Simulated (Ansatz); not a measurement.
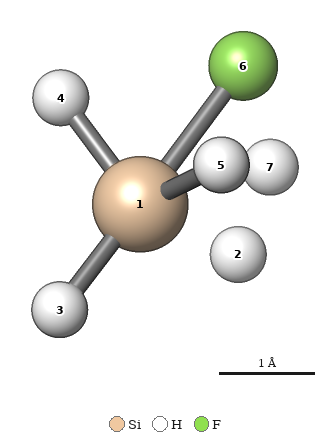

**Figure 1.** The starting structure (ball-and-stick view, seen at a tilt; atoms are numbered from 1 in the order of the input). Bond lengths as drawn: F–Si 1.89 Å and H–Si 1.46 Å.

Geometry relaxation, with input and output: SiH5F

SiH5F, computed with RKS CAM-B3LYP-D4/def2-SVP (Ansatz 0.2.0).

The input holds or restrains some coordinates. It belongs to a series of runs on one base structure; here: pulled along the bonds that form and break, towards end B. Figures and captions count atoms from 1; the log counts them from 0 in places.

**Log**
```
The last accepted step is kept in [file] (removed where the run ends without a failure and the disk answers)
Engine: ansatz 0.2.0, aarch64-unknown-linux-gnu
Functional definition: CAM-B3LYP
  parameter alpha = 0.19
  parameter beta = 0.46
  parameter omega = 0.33/bohr
  parameter ac = 0.81
  exchange = (1 - alpha - beta)*b88_x + beta*b88_x_sr(omega) + alpha*exact_x + beta*exact_x_lr(omega)
  correlation = (1 - ac)*vwn5_c + ac*lyp_c
592 factors; integrals over basis functions are off by at most 5.0e-4 eV
225 factors; integrals over basis functions are off by at most 9.7e-7 eV
mean field evaluation 1: about -10665.0842 eV, gradient 3.4e1 eV
mean field evaluation 2: about -10662.4553 eV, gradient 5.6e1 eV
mean field evaluation 4: about -10667.1957 eV, gradient 3.1e-1 eV
mean field evaluation 8: about -10667.1966 eV, gradient 2.2e-3 eV
mean field -10667.19657523 eV, -392.0122436541 hartree, gradient 3.0e-5 eV, S^2 0.000000; 0 other end points of the search recorded, 0 dependent functions left out
the calculation of the forces begins
reference -10667.19667686 eV, -392.0122473888 hartree; 14, 14 occupied and 43, 43 virtual orbitals, 592 factors
relax step   1: F+E_penalty+E_count = -10667.26323458 eV  Δ(F+E_penalty+E_count) = +0.000e0 eV  max|allowed force component| = 3.134e0 eV/Å  E_restraint = 22.17375097 eV  max|allowed force component, restraints' pulls added| = 2.402e1 eV/Å  Δτ_max = 0.0000 Å  (24 SCF iters, accepted)
  distance Si 0 - F 5 = 1.8900 Å
  distance H 6 - H 1 = 0.9805 Å
  distance Si 0 - H 1 = 1.8100 Å
  distance H 6 - F 5 = 1.3697 Å
these checks for a lower state are left out or cut short: starts, cluster_reference, orbital_swaps, neighbouring_geometries, increment
592 factors; integrals over basis functions are off by at most 5.9e-4 eV
225 factors; integrals over basis functions are off by at most 1.2e-6 eV
mean field evaluation 16: about -10667.4297 eV, gradient 2.1e0 eV
mean field -10667.44384148 eV, -392.0213305213 hartree, gradient 2.6e-5 eV, S^2 0.000000; 0 other end points of the search recorded, 0 dependent functions left out
the calculation of the forces begins
reference -10667.44394297 eV, -392.0213342511 hartree; 14, 14 occupied and 43, 43 virtual orbitals, 592 factors
relax step   2: F+E_penalty+E_count = -10667.50530306 eV  Δ(F+E_penalty+E_count) = -2.421e-1 eV  max|allowed force component| = 2.774e0 eV/Å  E_restraint = 8.82274872 eV  max|allowed force component, restraints' pulls added| = 1.419e1 eV/Å  Δτ_max = 0.1949 Å  (33 SCF iters, accepted)
  distance Si 0 - F 5 = 1.8430 Å
  distance H 6 - H 1 = 0.8189 Å
  distance Si 0 - H 1 = 2.1516 Å
  distance H 6 - F 5 = 1.6297 Å
these checks for a lower state are left out or cut short: starts, cluster_reference, orbital_swaps, neighbouring_geometries, increment
592 factors; integrals over basis functions are off by at most 7.1e-4 eV
225 factors; integrals over basis functions are off by at most 1.7e-6 eV
mean field -10667.82525923 eV, -392.0353473649 hartree, gradient 1.6e-5 eV, S^2 0.000000; 0 other end points of the search recorded, 0 dependent functions left out
the calculation of the forces begins
reference -10667.82535999 eV, -392.0353510679 hartree; 14, 14 occupied and 43, 43 virtual orbitals, 592 factors
relax step   3: F+E_penalty+E_count = -10667.88619629 eV  Δ(F+E_penalty+E_count) = -3.809e-1 eV  max|allowed force component| = 3.014e0 eV/Å  E_restraint = 1.59064117 eV  max|allowed force component, restraints' pulls added| = 7.316e0 eV/Å  Δτ_max = 0.1947 Å  (29 SCF iters, accepted)
  distance Si 0 - F 5 = 1.7395 Å
  distance H 6 - H 1 = 0.6996 Å
  distance Si 0 - H 1 = 2.4382 Å
  distance H 6 - F 5 = 1.9385 Å
these checks for a lower state are left out or cut short: starts, cluster_reference, orbital_swaps, neighbouring_geometries, increment
592 factors; integrals over basis functions are off by at most 7.2e-4 eV
225 factors; integrals over basis functions are off by at most 1.7e-6 eV
mean field evaluation 32: about -10668.8850 eV, gradient 3.2e-1 eV
mean field -10668.88313302 eV, -392.0742235097 hartree, gradient 1.1e-5 eV, S^2 0.000000; 0 other end points of the search recorded, 0 dependent functions left out
the calculation of the forces begins
reference -10668.88323736 eV, -392.0742273440 hartree; 14, 14 occupied and 43, 43 virtual orbitals, 592 factors
relax step   4: F+E_penalty+E_count = -10668.94411074 eV  Δ(F+E_penalty+E_count) = -1.058e0 eV  max|allowed force component| = 2.681e0 eV/Å  E_restraint = 0.07949811 eV  max|allowed force component, restraints' pulls added| = 2.104e0 eV/Å  Δτ_max = 0.1947 Å  (29 SCF iters, accepted)
  distance Si 0 - F 5 = 1.6454 Å
  distance H 6 - H 1 = 0.7013 Å
  distance Si 0 - H 1 = 2.6499 Å
  distance H 6 - F 5 = 2.0994 Å
these checks for a lower state are left out or cut short: starts, cluster_reference, orbital_swaps, neighbouring_geometries, increment
592 factors; integrals over basis functions are off by at most 7.3e-4 eV
225 factors; integrals over basis functions are off by at most 1.9e-6 eV
mean field -10669.77205860 eV, -392.1068909222 hartree, gradient 5.4e-6 eV, S^2 0.000000; 0 other end points of the search recorded, 0 dependent functions left out
the calculation of the forces begins
reference -10669.77216346 eV, -392.1068947759 hartree; 14, 14 occupied and 43, 43 virtual orbitals, 592 factors
relax step   5: F+E_penalty+E_count = -10669.83299098 eV  Δ(F+E_penalty+E_count) = -8.889e-1 eV  max|allowed force component| = 1.865e0 eV/Å  E_restraint = 0.08734221 eV  max|allowed force component, restraints' pulls added| = 1.020e0 eV/Å  Δτ_max = 0.1950 Å  (27 SCF iters, accepted)
  distance Si 0 - F 5 = 1.6234 Å
  distance H 6 - H 1 = 0.7180 Å
  distance Si 0 - H 1 = 2.6965 Å
  distance H 6 - F 5 = 2.1181 Å
these checks for a lower state are left out or cut short: starts, cluster_reference, orbital_swaps, neighbouring_geometries, increment
592 factors; integrals over basis functions are off by at most 6.6e-4 eV
225 factors; integrals over basis functions are off by at most 2.0e-6 eV
mean field -10670.36337119 eV, -392.1286212590 hartree, gradient 7.0e-6 eV, S^2 0.000000; 0 other end points of the search recorded, 0 dependent functions left out
the calculation of the forces begins
reference -10670.36347659 eV, -392.1286251324 hartree; 14, 14 occupied and 43, 43 virtual orbitals, 592 factors
relax step   6: F+E_penalty+E_count = -10670.42423662 eV  Δ(F+E_penalty+E_count) = -5.912e-1 eV  max|allowed force component| = 1.208e0 eV/Å  E_restraint = 0.09768540 eV  max|allowed force component, restraints' pulls added| = 1.313e0 eV/Å  Δτ_max = 0.1951 Å  (27 SCF iters, accepted)
  distance Si 0 - F 5 = 1.6146 Å
  distance H 6 - H 1 = 0.7327 Å
  distance Si 0 - H 1 = 2.6832 Å
  distance H 6 - F 5 = 2.1108 Å
these checks for a lower state are left out or cut short: starts, cluster_reference, orbital_swaps, neighbouring_geometries, increment
592 factors; integrals over basis functions are off by at most 5.8e-4 eV
225 factors; integrals over basis functions are off by at most 2.1e-6 eV
mean field -10670.70064249 eV, -392.1410157510 hartree, gradient 7.5e-5 eV, S^2 0.000000; 0 other end points of the search recorded, 0 dependent functions left out
the calculation of the forces begins
reference -10670.70074713 eV, -392.1410195964 hartree; 14, 14 occupied and 43, 43 virtual orbitals, 592 factors
relax step   7: F+E_penalty+E_count = -10670.76131669 eV  Δ(F+E_penalty+E_count) = -3.371e-1 eV  max|allowed force component| = 1.194e0 eV/Å  E_restraint = 0.08892200 eV  max|allowed force component, restraints' pulls added| = 1.182e0 eV/Å  Δτ_max = 0.1949 Å  (23 SCF iters, accepted)
  distance Si 0 - F 5 = 1.6115 Å
  distance H 6 - H 1 = 0.7320 Å
  distance Si 0 - H 1 = 2.6764 Å
  distance H 6 - F 5 = 2.1174 Å
these checks for a lower state are left out or cut short: starts, cluster_reference, orbital_swaps, neighbouring_geometries, increment
592 factors; integrals over basis functions are off by at most 4.7e-4 eV
225 factors; integrals over basis functions are off by at most 2.1e-6 eV
mean field evaluation 64: about -10670.7761 eV, gradient 2.5e-5 eV
mean field -10670.77612244 eV, -392.1437895879 hartree, gradient 2.8e-5 eV, S^2 0.000000; 0 other end points of the search recorded, 0 dependent functions left out
the calculation of the forces begins
reference -10670.77622751 eV, -392.1437934491 hartree; 14, 14 occupied and 43, 43 virtual orbitals, 592 factors
relax step   8: F+E_penalty+E_count = -10670.83665075 eV  Δ(F+E_penalty+E_count) = -7.533e-2 eV  max|allowed force component| = 1.792e0 eV/Å  E_restraint = 0.05789933 eV  max|allowed force component, restraints' pulls added| = 1.151e-1 eV/Å  Δτ_max = 0.1898 Å  (23 SCF iters, accepted)
```

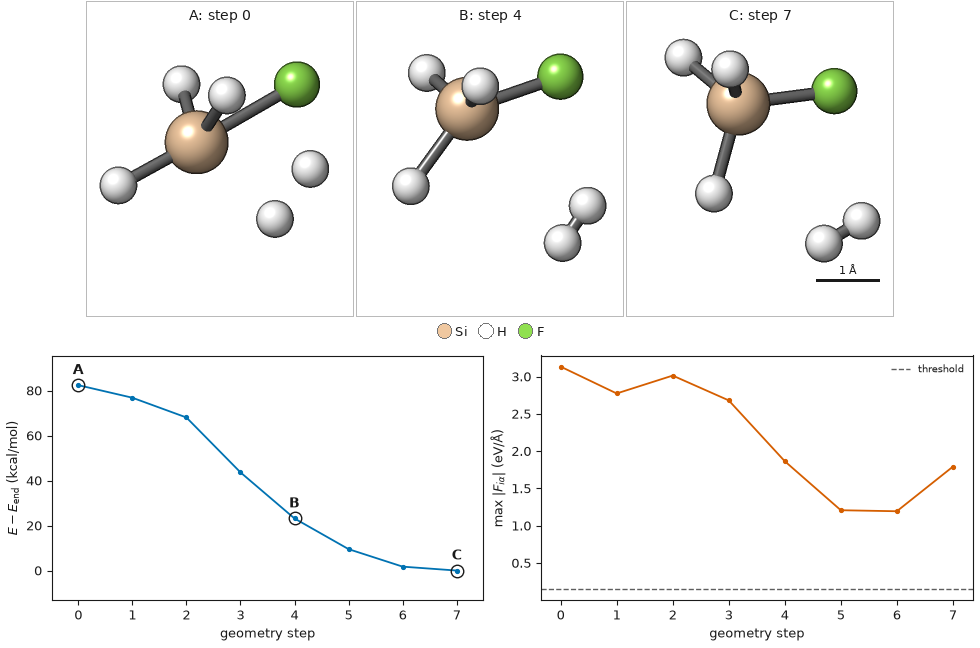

**Figure 2.** Frames of the restrained relaxation (ball-and-stick view, seen at a tilt) above the curves, on which the letters mark them (the first geometry is step 0 here and step 1 in the log).

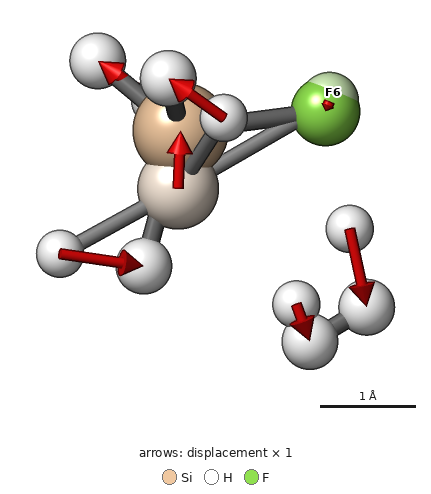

**Figure 3.** Start (faint) and end (solid) with the displacements as red arrows, at true length (ball-and-stick view, seen at a tilt). The two geometries are laid on each other by the best rigid fit. After 7 geometry steps the energy has fallen by 82.4 kcal/mol. Largest force component: 3.1 eV/Å at the start, 1.8 eV/Å at the end. The largest move after the best rigid fit is that of H3, 0.94 Å. Largest moves by element: H 0.94 Å, Si 0.62 Å, F 0.11 Å. Distances before and after: Si1–F6 1.890 → 1.607 Å, H2–H7 0.981 → 0.717 Å, Si1–H4 1.459 → 1.486 Å, Si1–H3 1.460 → 1.481 Å. New bonds form: H2–H7 (0.98 → 0.72 Å). Among the angles that change: H3–Si1–F6 178.9° → 111.7°, H4–Si1–F6 70.0° → 108.0°. (Atoms are counted from 1 in the order of the input.)

```
  distance Si 0 - F 5 = 1.6074 Å
  distance H 6 - H 1 = 0.7167 Å
  distance Si 0 - H 1 = 2.6768 Å
  distance H 6 - F 5 = 2.1276 Å
592 factors; integrals over basis functions are off by at most 4.7e-4 eV
225 factors; integrals over basis functions are off by at most 2.1e-6 eV
mean field -10670.77612244 eV, -392.1437895879 hartree, gradient 2.8e-5 eV, S^2 0.000000; 1 other end points of the search recorded, 0 dependent functions left out
the calculation of the forces begins
reference -10670.77622751 eV, -392.1437934491 hartree; 14, 14 occupied and 43, 43 virtual orbitals, 592 factors
Total energy: -10670.83675581 eV, -392.1460178232 hartree
Atom 0 at    -0.454709    -0.000000    -0.405983 Å, force     0.400689    -0.000000    -0.773593 eV/Å
Atom 1 at     0.161886     0.000000     2.198826 Å, force     1.791953    -0.000000    -0.058199 eV/Å
Atom 2 at     0.846431     0.000000     0.300629 Å, force    -0.009005     0.000000    -0.032567 eV/Å
Atom 3 at    -0.552219     1.225837    -1.239543 Å, force    -0.033022    -0.033389    -0.002372 eV/Å
Atom 4 at    -0.552219    -1.225837    -1.239543 Å, force    -0.033022     0.033389    -0.002372 eV/Å
Atom 5 at    -1.689808    -0.000000     0.622773 Å, force    -0.521731     0.000000     0.141271 eV/Å
Atom 6 at    -0.525061     0.000000     2.403240 Å, force    -1.595863    -0.000000     0.727833 eV/Å
Dipole moment:     0.193144     0.000000    -0.160474 e Å
```

**Trajectory as extended XYZ (Å, eV, eV/Å), 8 frames, from step=1 to step=8**
```
7
Properties=species:S:1:pos:R:3:forces:R:3 step=1 energy=-10667.26324
Si    0.0000    0.0000    0.0000   -2.7218   0.0000  -0.6969
H     0.0000    0.0000    1.8100    0.2453   0.0000  -0.3355
H     1.3768    0.0000   -0.4862    1.0297   0.0000   0.9411
H    -0.6877    1.1914   -0.4862    1.1841   1.1317  -0.6791
H    -0.6877   -1.1914   -0.4862    1.1841  -1.1317  -0.6791
F    -1.7936    0.0000    0.5960   -0.9266   0.0000   3.1337
H    -0.9735    0.0000    1.6930    0.0053   0.0000  -1.6842
7
Properties=species:S:1:pos:R:3:forces:R:3 step=2 energy=-10667.50530
Si   -0.0851    0.0000   -0.1511   -2.7737   0.0000  -0.0268
H    -0.0432    0.0000    2.0001    0.1149   0.0000   0.0586
H     1.3790    0.0000   -0.4751    0.2223   0.0000   1.2578
H    -0.6839    1.2249   -0.5081    0.7492   1.9824  -1.2059
H    -0.6839   -1.2249   -0.5081    0.7492  -1.9824  -1.2059
F    -1.8132    0.0000    0.4894    0.1895   0.0000   1.2567
H    -0.8355    0.0000    1.7933    0.7488   0.0000  -0.1346
7
Properties=species:S:1:pos:R:3:forces:R:3 step=3 energy=-10667.88620
Si   -0.1981    0.0000   -0.2844   -0.8890   0.0000   0.3484
H    -0.0450    0.0000    2.1490    3.0136   0.0000   1.0206
H     1.3633    0.0000   -0.4399   -0.8834   0.0000   1.0880
H    -0.6771    1.2765   -0.5408    0.5825   2.5107  -1.5325
H    -0.6771   -1.2765   -0.5408    0.5825  -2.5107  -1.5325
F    -1.8172    0.0000    0.3515    0.1729   0.0000   1.3417
H    -0.7145    0.0000    1.9458   -2.5792   0.0000  -0.7337
7
Properties=species:S:1:pos:R:3:forces:R:3 step=4 energy=-10668.94411
Si   -0.2982    0.0000   -0.3526   -0.5536   0.0000  -0.6171
H     0.0117    0.0000    2.2792    2.6808   0.0000   0.8126
H     1.2550    0.0000   -0.3520   -0.7810   0.0000   0.9816
H    -0.6362    1.4130   -0.6734    0.7407   0.1436  -1.1097
H    -0.6362   -1.4130   -0.6734    0.7407  -0.1436  -1.1097
F    -1.7984    0.0000    0.3233   -0.3404   0.0000   1.6474
H    -0.6634    0.0000    2.0894   -2.4871   0.0000  -0.6050
7
Properties=species:S:1:pos:R:3:forces:R:3 step=5 energy=-10669.83299
Si   -0.3896    0.0000   -0.3626    0.2679   0.0000  -0.9651
H     0.0741    0.0000    2.2938    1.8650   0.0000   0.4047
H     1.1352    0.0000   -0.1981   -0.6570   0.0000   1.0201
H    -0.5701    1.4048   -0.8531    0.1545  -0.3876  -0.7991
H    -0.5701   -1.4048   -0.8531    0.1545   0.3876  -0.7991
F    -1.8091    0.0000    0.4250   -0.0726   0.0000   1.2631
H    -0.6362    0.0000    2.1886   -1.7122   0.0000  -0.1246
7
Properties=species:S:1:pos:R:3:forces:R:3 step=6 energy=-10670.42424
Si   -0.4187    0.0000   -0.3740    0.4826   0.0000  -1.1048
H     0.1130    0.0000    2.2560    1.2077   0.0000   0.2254
H     1.0598    0.0000   -0.0182   -0.6863   0.0000   0.7052
H    -0.5672    1.3502   -1.0127    0.0588  -0.4885  -0.4548
H    -0.5672   -1.3502   -1.0127    0.0588   0.4885  -0.4548
F    -1.7665    0.0000    0.5152   -0.1060   0.0000   0.8892
H    -0.6190    0.0000    2.2868   -1.0157   0.0000   0.1945
7
Properties=species:S:1:pos:R:3:forces:R:3 step=7 energy=-10670.76132
Si   -0.4392    0.0000   -0.3919    0.5014   0.0000  -0.8764
H     0.1382    0.0000    2.2215    1.1941   0.0000   0.1581
H     0.9637    0.0000    0.1513   -0.4986   0.0000   0.2935
H    -0.5630    1.2817   -1.1440    0.0003  -0.2609  -0.2033
H    -0.5630   -1.2817   -1.1440    0.0003   0.2609  -0.2033
F    -1.7227    0.0000    0.5825   -0.2177   0.0000   0.4379
H    -0.5797    0.0000    2.3649   -0.9798   0.0000   0.3935
7
Properties=species:S:1:pos:R:3:forces:R:3 step=8 energy=-10670.83665
Si   -0.4547    0.0000   -0.4060    0.4007   0.0000  -0.7736
H     0.1619    0.0000    2.1988    1.7920   0.0000  -0.0582
H     0.8464    0.0000    0.3006   -0.0090   0.0000  -0.0326
H    -0.5522    1.2258   -1.2395   -0.0330  -0.0334  -0.0024
H    -0.5522   -1.2258   -1.2395   -0.0330   0.0334  -0.0024
F    -1.6898    0.0000    0.6228   -0.5217   0.0000   0.1413
H    -0.5251    0.0000    2.4032   -1.5959   0.0000   0.7278
```

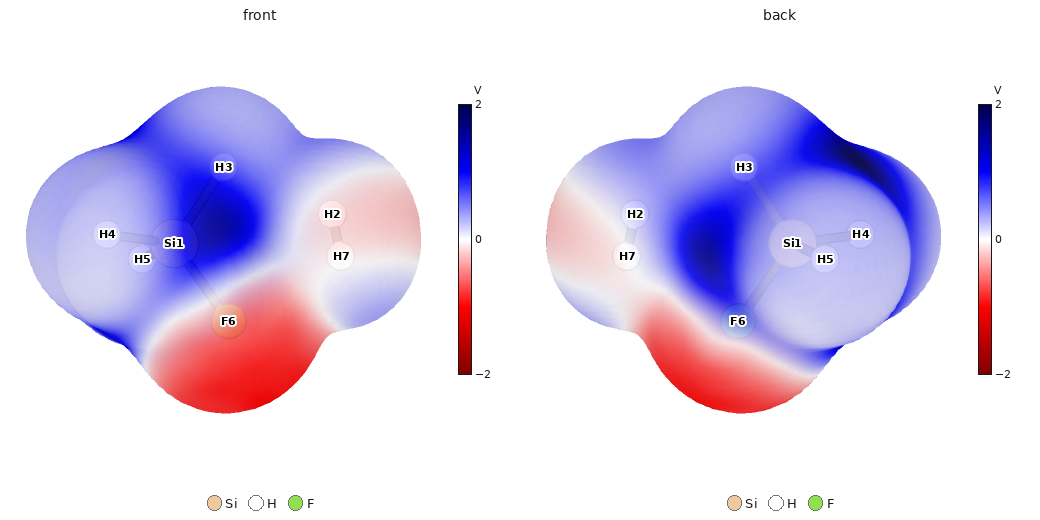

**Figure 4.** The electrostatic potential painted on the density surface at 0.002 e/bohr³, seen at a tilt and from behind; red is negative and blue positive.

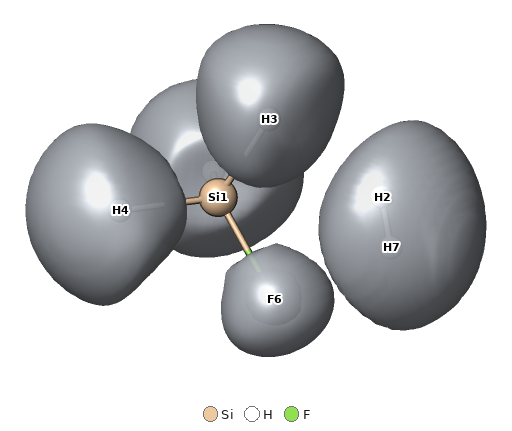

**Figure 5.** Isosurface of the ELF at 0.75 (grey), seen at a tilt. Only the valence region is drawn (cores and ρ < 0.01 e/Å³ removed). Along the contacts the grid gives the following. Si1···H2 (2.68 Å): the ELF is only about 0.05 between them (a non-bonded, intermolecular contact). Si–F (1.61 Å): the ELF peaks at about 0.85 between the atoms.

This output came from the following input.

**Input file**
```yaml
crystal:
  periodic: [false, false, false]
  atoms:
    - { symbol: Si, position_ang: [0.0, 0.0, 0.0] }
    - { symbol: H, position_ang: [0.0, 0.0, 1.81] }
    - { symbol: H, position_ang: [1.3768, 0.0, -0.4862] }
    - { symbol: H, position_ang: [-0.6877, 1.1914, -0.4862] }
    - { symbol: H, position_ang: [-0.6877, -1.1914, -0.4862] }
    - { symbol: F, position_ang: [-1.7936, 0.0, 0.596] }
    - { symbol: H, position_ang: [-0.9735, 0.0, 1.693] }
basis:
  gaussian: { orbitals: def2-SVP }
hamiltonian:
  xc: cam_b3lyp
  dispersion: d4
relax:
  f_tol: 0.15
  max_steps: 25
  restrain:
    - { distance: [0, 5], at: 1.59, k: 30.0 }
    - { distance: [6, 1], at: 0.66, k: 30.0 }
    - { distance: [0, 1], at: 2.66, k: 30.0 }
    - { distance: [6, 5], at: 2.12, k: 30.0 }
output:
  orbitals: {}
```

Launch command:
```bash
ansatz run input.yaml --threads 1 --pin off --max-ram 2048MiB --backend cpu --events-out ev --progress --plain --runs-dir out
```

**Key numbers**

- outcome: converged under the restraints of the input
- total energy: −10670.8368 eV
- mean-field energy: −10670.7762 eV
- largest force (length of the vector) at the end, held atoms and coordinates included: 1.793 eV/Å
- hardware: 1 thread of Arm Neoverse V1, 24 GiB of memory available, shared host
- wall time: 13 s
- peak memory: 0.11 GiB
